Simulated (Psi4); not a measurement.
# C2F3 (trifluorovinyl radical) at UB3LYP/aug-cc-pVDZ

What is the vertical ionisation energy of C2F3 (trifluorovinyl radical) at UB3LYP/aug-cc-pVDZ? 

Program for the calculation: Psi4 1.11.

7 further runs of the same task are left out: 7 that didn't finish.

## Step 1: The structure to begin with

C2F3: 5 atoms, total charge 0, spin state doublet. SMILES: `F[C]=C(F)F`. The shape is that of a PBE0-D4/def2-TZVP optimisation.

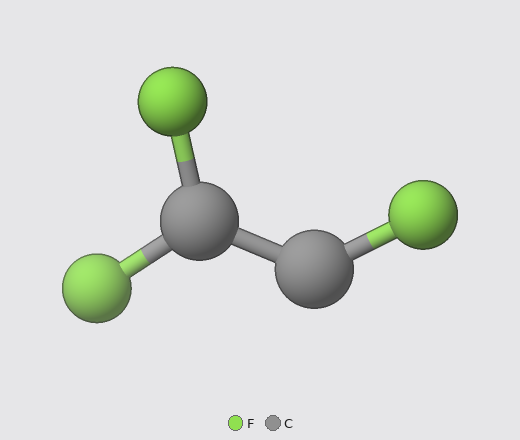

The structure, seen from a chosen angle (fluorine green, carbon grey).

## Step 2: A single-point energy at UB3LYP/aug-cc-pVDZ

Contents of c2f3.xyz:

```xyz
5
C2F3
F      0.577720    -1.033470     1.511080
C      0.506940     0.038840     0.785720
C     -0.126500     0.247860    -0.343200
F     -0.848620    -0.650470    -0.980670
F     -0.109540     1.397240    -0.972920
```

Contents of c2f3.py:

```python
import psi4

psi4.set_memory(2200000000)
psi4.set_num_threads(1)
psi4.set_output_file('run.log', False)

with open('c2f3.xyz') as f:
    atoms = ''.join(f.readlines()[2:])
geom = psi4.geometry('0 2\n' + atoms + 'symmetry c1')

options = {'basis': 'aug-cc-pVDZ', 'reference': 'uks', 'puream': True, 'e_convergence': 1e-09, 'd_convergence': 1e-08, 'scf_type': 'pk', 'dft_radial_points': 99, 'dft_spherical_points': 590, 'maxiter': 100}
psi4.set_options(options)

e, wfn = psi4.energy('b3lyp', return_wfn=True)
psi4.oeprop(wfn, 'LOWDIN_CHARGES', 'WIBERG_LOWDIN_INDICES', 'MULLIKEN_CHARGES', title='B3LYP')
print('E =', round(e, 9))
```

The run is started by

```console
$ python c2f3.py
```

run.log:

```text
[...]
  Running in c1 symmetry.
[...]
  Nuclear repulsion =  163.403943792540275
[...]
  Multiplicity = 2
[...]
  Nalpha       = 20
  Nbeta        = 19
[...]
    Number of basis functions: 115
[...]
   @UKS iter   1:  -375.55606448807180   -1.64973e-01   3.66795e-03 DIIS/ADIIS
[...]
   @UKS iter  16:  -375.64149052124145   -1.02318e-12   1.25951e-09 DIIS
[...]
   @S^2 Observed:                7.601583297E-01
[...]
    Orbital Energies [Eh]
    ---------------------
    Alpha Occupied:
       1A    -24.794333     2A    -24.774389     3A    -24.771991
       4A    -10.381885     5A    -10.323503     6A     -1.325765
       7A     -1.312146     8A     -1.266167     9A     -0.821537
      10A     -0.675644    11A     -0.627598    12A     -0.613290
      13A     -0.560082    14A     -0.533554    15A     -0.522448
      16A     -0.487084    17A     -0.475133    18A     -0.457716
      19A     -0.318344    20A     -0.285351
    Alpha Virtual:
      21A     -0.004045    22A      0.005687    23A      0.016066
      24A      0.037477    25A      0.048834    26A      0.075792
[...]
  @UKS Final Energy:  -375.64149052124145
   => Energetics <=
    Nuclear Repulsion Energy =            163.4039437925402751
    One-Electron Energy =                -843.4349015412722110
    Two-Electron Energy =                 338.4611845506451573
    DFT Exchange-Correlation Energy =     -34.0717173231547008
    Empirical Dispersion Energy =           0.0000000000000000
    VV10 Nonlocal Energy =                  0.0000000000000000
    Total Energy =                       -375.6414905212414510
[...]
 Multipole Moments:
 ------------------------------------------------------------------------------------
     Multipole            Electronic (a.u.)      Nuclear  (a.u.)        Total (a.u.)
 ------------------------------------------------------------------------------------
 L = 1.  Multiply by 2.5417464519 to convert [e a0] to [Debye]
 Dipole X            :         -0.1874457            0.2658599            0.0784143
 Dipole Y            :         -0.2087023            0.2003523           -0.0083500
 Dipole Z            :         -0.1795318            0.3092400            0.1297082
 Magnitude           :                                                    0.1517983
[...]
  Mulliken Charges: (a.u.)
   Center  Symbol    Alpha    Beta     Spin     Total
       1     F     4.70463  4.61703  0.08760 -0.32166
       2     C     3.51351  2.52237  0.99114 -0.03587
       3     C     2.41204  2.51331 -0.10127  1.07465
       4     F     4.70183  4.67292  0.02891 -0.37475
       5     F     4.66799  4.67437 -0.00638 -0.34236
   Total alpha = 20.00000, Total beta = 19.00000, Total charge =  0.00000
  Lowdin Charges: (a.u.)
   Center  Symbol    Alpha    Beta     Spin     Total
       1     F     4.51590  4.35791  0.15799  0.12619
[...]
```

The script printed:

```text
E = -375.641490521
```

Wall time 26 s (1 thread of Intel Xeon 6975P-C (Granite Rapids), shared host); peak memory 0.78 GiB.

## Step 3: The singlet cation, same level

Contents of c2f3.py:

```python
import psi4

psi4.set_memory(2200000000)
psi4.set_num_threads(1)
psi4.set_output_file('output.dat', False)

molecule = psi4.geometry("""
1 1
F      0.577720    -1.033470     1.511080
C      0.506940     0.038840     0.785720
C     -0.126500     0.247860    -0.343200
F     -0.848620    -0.650470    -0.980670
F     -0.109540     1.397240    -0.972920
symmetry c1
no_reorient
no_com
""")

options = {'basis': 'aug-cc-pVDZ', 'reference': 'rks', 'puream': True, 'e_convergence': 1e-09, 'd_convergence': 1e-08, 'scf_type': 'pk', 'dft_radial_points': 99, 'dft_spherical_points': 590}
psi4.set_options(options)

energy_value, wavefunction = psi4.energy("b3lyp", return_wfn=True)
psi4.oeprop(wavefunction, "QUADRUPOLE", "MULLIKEN_CHARGES", "WIBERG_LOWDIN_INDICES")
print(f'total energy {energy_value:.8f} hartree = {energy_value * 27.211386:.5f} eV')
for k, v in sorted(psi4.core.scalar_variables().items()):
    print(f'{k:45s} {v:18.10f}')
```

The run is started by

```console
$ python c2f3.py
```

output.dat:

```text
[...]
  Running in c1 symmetry.
[...]
  Nuclear repulsion =  163.403943792540275
[...]
  Multiplicity = 1
[...]
  Nalpha       = 19
  Nbeta        = 19
[...]
    Number of basis functions: 115
[...]
   @RKS iter   1:  -375.16119141906228    2.29900e-01   2.82792e-03 ADIIS/DIIS
[...]
   @RKS iter  16:  -375.20855627946020    2.55795e-12   2.14707e-09 DIIS
[...]
    Orbital Energies [Eh]
    ---------------------
    Doubly Occupied:
       1A    -25.141914     2A    -25.055966     3A    -25.030016
       4A    -10.710771     5A    -10.708587     6A     -1.635715
       7A     -1.588203     8A     -1.526545     9A     -1.134767
      10A     -0.965778    11A     -0.913755    12A     -0.878682
      13A     -0.852319    14A     -0.830361    15A     -0.806158
      16A     -0.746107    17A     -0.727543    18A     -0.709444
      19A     -0.588627
[...]
  @RKS Final Energy:  -375.20855627946020
   => Energetics <=
    Nuclear Repulsion Energy =            163.4039437925402751
    One-Electron Energy =                -831.9326166836200400
    Two-Electron Energy =                 327.0229343831554729
    DFT Exchange-Correlation Energy =     -33.7028177715359476
    Empirical Dispersion Energy =           0.0000000000000000
    VV10 Nonlocal Energy =                  0.0000000000000000
    Total Energy =                       -375.2085562794601969
[...]
 Multipole Moments:
 ------------------------------------------------------------------------------------
     Multipole            Electronic (a.u.)      Nuclear  (a.u.)        Total (a.u.)
 ------------------------------------------------------------------------------------
 L = 1.  Multiply by 2.5417464519 to convert [e a0] to [Debye]
 Dipole X            :          2.7628462           -2.1567822            0.6060640
 Dipole Y            :          1.6508169           -1.6253534            0.0254635
 Dipole Z            :          3.4610350           -2.5085547            0.9524803
 Magnitude           :                                                    1.1292390
 L = 2.  Multiply by 1.3450342976 to convert [e a0^2] to [Debye ang]
 Quadrupole XX       :        -55.7936210           40.1072730          -15.6863480
 Quadrupole XY       :          6.8648296           -6.6170453            0.2477843
[...]
  Mulliken Charges: (a.u.)
   Center  Symbol    Alpha    Beta     Spin     Total
       1     F     4.55582  4.55582  0.00000 -0.11165
       2     C     2.86844  2.86844  0.00000  0.26312
       3     C     2.35084  2.35084  0.00000  1.29832
       4     F     4.61294  4.61294  0.00000 -0.22588
       5     F     4.61196  4.61196  0.00000 -0.22392
   Total alpha = 19.00000, Total beta = 19.00000, Total charge =  1.00000
  Wiberg Bond Indices using Orthogonal Lowdin Orbitals:
[...]
```

Standard output:

```text
total energy -375.20855628 hartree = -10209.94486 eV
CURRENT ENERGY                                   -375.2085562795
CURRENT REFERENCE ENERGY                         -375.2085562795
DD SOLVATION ENERGY                                 0.0000000000
DFT FUNCTIONAL TOTAL ENERGY                      -375.2085562795
DFT TOTAL ENERGY                                 -375.2085562795
DFT VV10 ENERGY                                     0.0000000000
DFT XC ENERGY                                     -33.7028177715
GRID ELECTRONS ALPHA                               19.0000000279
GRID ELECTRONS BETA                                19.0000000279
GRID ELECTRONS TOTAL                               38.0000000558
NUCLEAR REPULSION ENERGY                          163.4039437925
ONE-ELECTRON ENERGY                              -831.9326166836
PCM POLARIZATION ENERGY                             0.0000000000
PE ENERGY                                           0.0000000000
SCF ITERATION ENERGY                             -375.2085562795
SCF ITERATIONS                                     16.0000000000
SCF TOTAL ENERGY                                 -375.2085562795
TWO-ELECTRON ENERGY                               327.0229343832
XC GRID RADIAL POINTS                              99.0000000000
XC GRID SPHERICAL POINTS                          590.0000000000
XC GRID TOTAL POINTS                           284364.0000000000
```

Run time: 22 s. Hardware: 1 thread of Intel Xeon 6975P-C (Granite Rapids), shared host; peak memory 0.77 GiB.

## Step 4: What came out

Level: UB3LYP/aug-cc-pVDZ.

| quantity | value |
| --- | --- |
| doublet C2F3: total energy | -375.64149 Eh |
| doublet C2F3: dipole moment | 0.39 D |
| doublet C2F3: HOMO energy (highest over α and β) | -7.46 eV |
| doublet C2F3: LUMO energy (lowest over α and β) | -4.04 eV |
| doublet C2F3: ⟨S²⟩ | 0.760 |
| singlet cation: total energy | -375.20856 Eh |
| singlet cation: HOMO energy | -16.02 eV |
| singlet cation: LUMO energy | -14.69 eV |
| singlet cation: HOMO–LUMO gap | 1.32 eV |
| vertical ionisation energy (to the singlet cation) | 11.781 eV |

What this shows: Removing an electron at fixed nuclei costs 11.78 eV (1137 kJ/mol). Only the singlet of the ionised species was computed; a triplet could lie lower.
